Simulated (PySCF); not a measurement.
C₄H₉FGeSi

```json
{"atom": "C", "x (Å)": "2.2949", "y (Å)": "-0.6545", "z (Å)": "0.1449"}
{"atom": "C", "x (Å)": "0.8510", "y (Å)": "-0.2565", "z (Å)": "0.0648"}
{"atom": "C", "x (Å)": "-0.1105", "y (Å)": "-1.1535", "z (Å)": "-0.1672"}
{"atom": "C", "x (Å)": "-1.5747", "y (Å)": "-0.8707", "z (Å)": "-0.2767"}
{"atom": "Ge", "x (Å)": "-1.9060", "y (Å)": "1.0670", "z (Å)": "0.1253"}
{"atom": "F", "x (Å)": "-2.6456", "y (Å)": "1.6909", "z (Å)": "-1.3825"}
{"atom": "Si", "x (Å)": "0.3896", "y (Å)": "1.5587", "z (Å)": "0.3014"}
{"atom": "H", "x (Å)": "2.7161", "y (Å)": "-0.3516", "z (Å)": "1.1027"}
{"atom": "H", "x (Å)": "2.8678", "y (Å)": "-0.1549", "z (Å)": "-0.6353"}
{"atom": "H", "x (Å)": "2.4180", "y (Å)": "-1.7306", "z (Å)": "0.0335"}
{"atom": "H", "x (Å)": "0.1631", "y (Å)": "-2.1982", "z (Å)": "-0.2973"}
{"atom": "H", "x (Å)": "-1.9112", "y (Å)": "-1.1107", "z (Å)": "-1.2894"}
{"atom": "H", "x (Å)": "-2.1206", "y (Å)": "-1.5475", "z (Å)": "0.3858"}
{"atom": "H", "x (Å)": "-3.1398", "y (Å)": "1.2426", "z (Å)": "1.0165"}
{"atom": "H", "x (Å)": "0.7952", "y (Å)": "2.0518", "z (Å)": "1.6202"}
{"atom": "H", "x (Å)": "0.9051", "y (Å)": "2.4267", "z (Å)": "-0.7582"}
```

Geometry: GFN2-xTB.

Level of theory: CAM-B3LYP/def2-SVPD, SCF density, gas phase in PySCF 2.14.0.

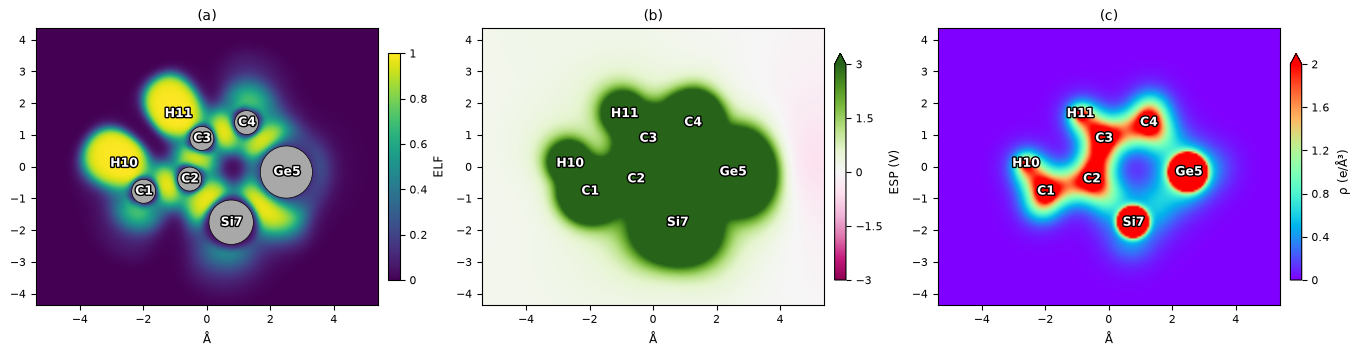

Figure 1. (a) ELF; (b) electrostatic potential; (c) total electron density on the plane of atoms C2, C3 and C4. Grey discs cover the atomic cores in the ELF map.

**Interpret the plot.**

The plane passes through C, Ge, Si and H nuclei.
C–C (1.34 Å): the density is about 2.3 e/Å³ at the midpoint; the ELF peaks at about 0.90 between the atoms (a short, multiple covalent bond).
C–Si (1.89 Å): ρ is about 0.95 e/Å³ halfway; the ELF peaks at about 0.95 between the atoms (localised, covalent bonding).
C–Ge (2.01 Å): ρ is about 0.83 e/Å³ halfway; the ELF peaks at about 0.95 in the valence shell of C, 0.8 Å from its nucleus, and is about 0.75 at the midpoint.
Si–Ge (2.35 Å): ρ is about 0.63 e/Å³ halfway; the ELF peaks at about 0.95 between the atoms, as expected for a shared electron pair.
C–H (1.09 Å): ρ at the midpoint is about 2 e/Å³; the ELF climbs to about 1 towards the hydrogen, as it does in any bond to H: an ordinary covalent bond to hydrogen.
Outside the dense part of the molecule the potential is most negative (−0.5 V) near H14, which lies off the plane.

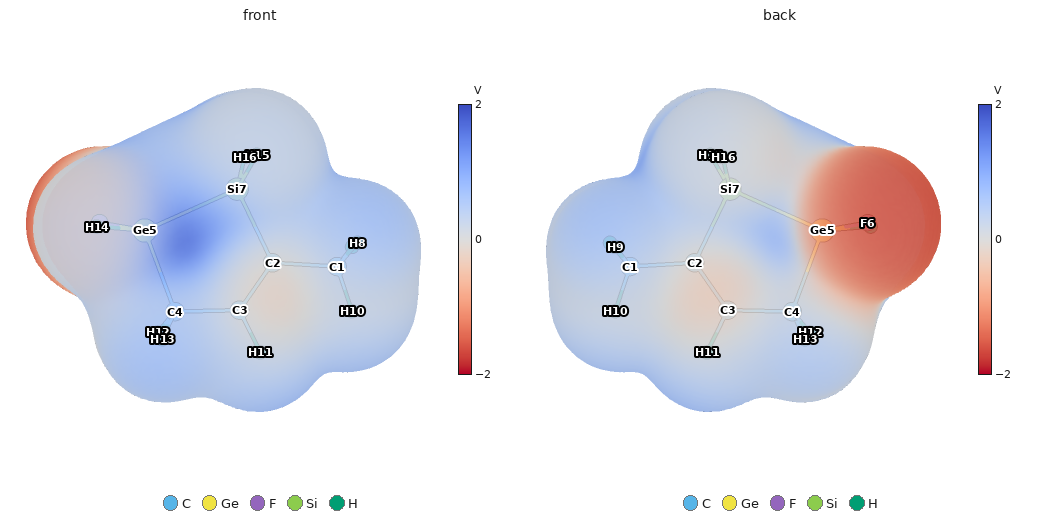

Figure 2. The electrostatic potential painted on the density surface at 0.001 e/bohr³, seen from the front and from behind; red is negative and blue positive.

**Describe the electrostatic potential map.**

The most negative region (about −1.6 V) lies over F6, the most positive (about +1.4 V) over Ge5.

**How polar is the molecule by this calculation?**

Its dipole moment is 3.30 D.
